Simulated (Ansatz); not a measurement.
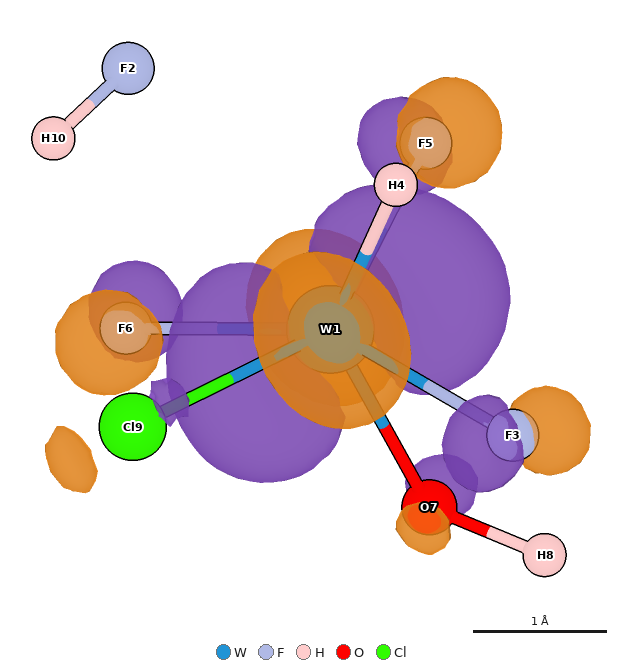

Figure 1: ClF3H2OW···HF. The LUMO at ±0.2 Å⁻³ᐟ² (orange and purple are the two phases), seen at an oblique angle.

Core potentials replace the inner electrons of W.

All numbers below come from Ansatz, RKS PBE-D4/def2-SVP.

```yaml
atoms:
  - { symbol: W, position_ang: [0.2526, -0.1677, -0.1724] }
  - { symbol: F, position_ang: [-0.3663, -0.5091, 2.2729] }
  - { symbol: F, position_ang: [1.5797, 1.0253, -0.9148] }
  - { symbol: H, position_ang: [0.6252, 1.0694, 0.9356] }
  - { symbol: F, position_ang: [-1.3764, 0.7167, -0.0082] }
  - { symbol: F, position_ang: [-0.6143, -1.8219, 0.0961] }
  - { symbol: O, position_ang: [0.0807, -0.4107, -2.0385] }
  - { symbol: H, position_ang: [0.5030, 0.2781, -2.5979] }
  - { symbol: Cl, position_ang: [2.0740, -1.2392, 0.8520] }
  - { symbol: H, position_ang: [0.4028, -1.0393, 2.4459] }
```

> Where does this orbital lie, and at what energy?

By Hirshfeld shares it lies mainly on W1 (about 65 %), F5 (about 10 %), F6 (about 10 %) and Cl9 (about 5 %). Its energy is −4.64 eV.
